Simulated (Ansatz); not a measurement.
# AlClH5NSi: what the fields show

Input

```
crystal:
  periodic: [false, false, false]
  atoms:
    - {symbol: Al, position_ang: [-0.763748, 0.150936, -0.353698]}
    - {symbol: Si, position_ang: [0.755829, 0.090676, 1.549294]}
    - {symbol: N, position_ang: [-0.273125, -0.315962, -1.976908]}
    - {symbol: H, position_ang: [0.651130, -0.632405, -2.221863]}
    - {symbol: Cl, position_ang: [-2.759456, 0.776829, -0.114647]}
    - {symbol: H, position_ang: [0.259065, -0.844527, 2.596537]}
    - {symbol: H, position_ang: [2.116221, -0.359418, 1.139975]}
    - {symbol: H, position_ang: [0.885626, 1.438849, 2.168639]}
    - {symbol: H, position_ang: [-0.871540, -0.305078, -2.787429]}
basis:
  gaussian: {orbitals: def2-TZVPP}
hamiltonian: {xc: pbe0, dispersion: d4}
output: {orbitals: {seedname: orbitals}}
```

Launched as:

```sh
ansatz run in.yaml --threads 4 --pin off --events-out ev --progress --plain --max-ram 9574MiB
```

The reactant side of a reaction path; geometry: PBE0-D4/def2-TZVP.

Method: RKS PBE0-D4/def2-TZVPP in Ansatz 0.2.0.

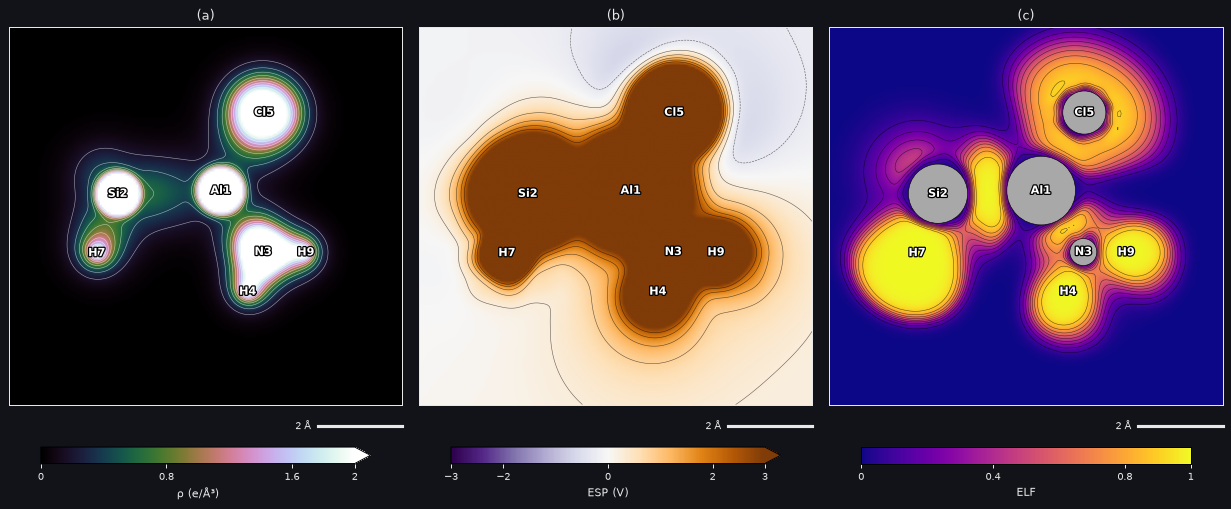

Figure 1. (a) total electron density; (b) electrostatic potential; (c) electron localisation function on the plane of atoms N3, Al1 and Cl5. Grey discs cover the atomic cores in the ELF map.

**Interpret the plot.**

The section cuts through Al, Si, N, H and Cl sites.
Al–N (1.76 Å): ρ at the midpoint is about 0.89 e/Å³; the ELF peaks at about 0.90 in the valence shell of N, 0.7 Å from its nucleus, and is about 0.65 at the midpoint.
Al–Cl (2.11 Å): the density is about 0.73 e/Å³ at the midpoint; the ELF peaks at about 0.85 in the valence shell of Cl, 0.9 Å from its nucleus, and is about 0.80 at the midpoint.
Al–Si (2.44 Å): ρ is about 0.51 e/Å³ halfway; the ELF peaks at about 1 between the atoms; a shared electron pair.
N–H (1.01 Å): ρ is about 2.9 e/Å³ halfway; the ELF climbs to about 1 towards the hydrogen, as it does in any bond to H: a covalent bond by its length.
Si–H (1.49 Å): ρ is about 0.79 e/Å³ halfway; the ELF climbs to about 1 towards the hydrogen.
The ELF also peaks beside Cl5, away from the bonds: lone-pair regions.
Outside the dense part of the molecule the potential is most negative (−0.6 V) near Cl5.

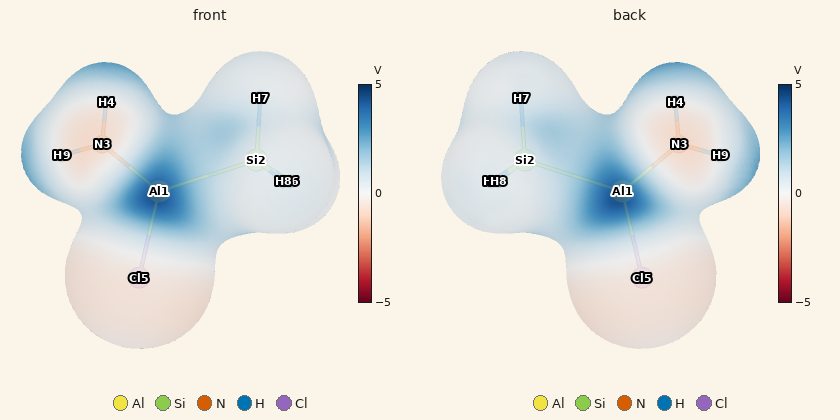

Figure 2. The molecular electrostatic potential painted on the density surface at 0.004 e/bohr³, seen from the front and from behind; red is negative and blue positive.

**Describe the electrostatic potential map.**

The most negative region (about −0.7 V) lies over N3, the most positive (about +4.2 V) over Al1.

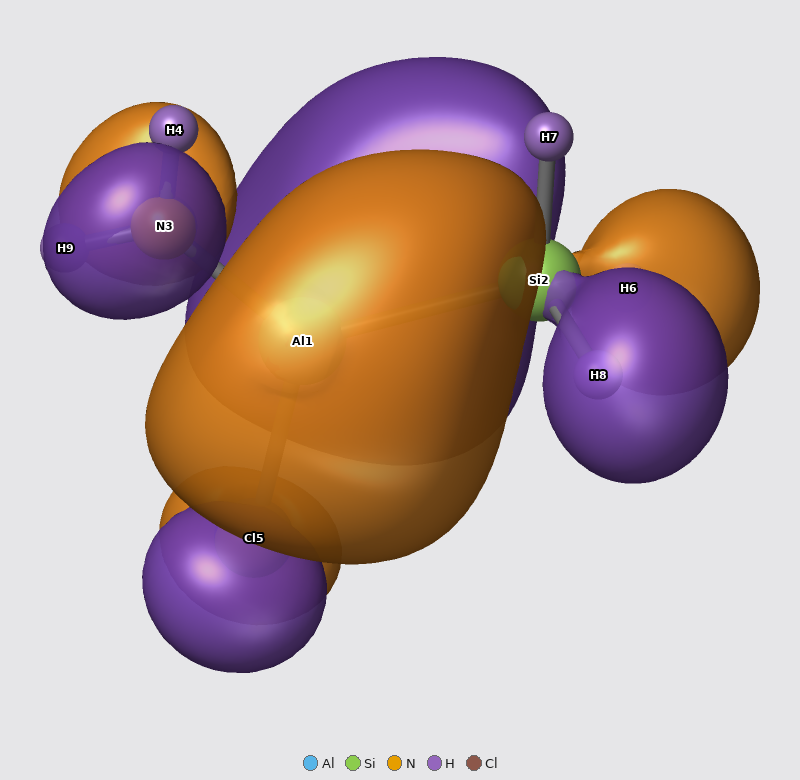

Figure 3. One frontier orbital at ±0.05 Å⁻³ᐟ² (orange and purple are the two phases), seen at a tilt.

**Which orbital is it: HOMO or LUMO?**

The LUMO, at −1.07 eV. It lies mainly on Al1 (about 55 %), Si2 (about 25 %), N3 (about 5 %) and Cl5 (about 5 %).
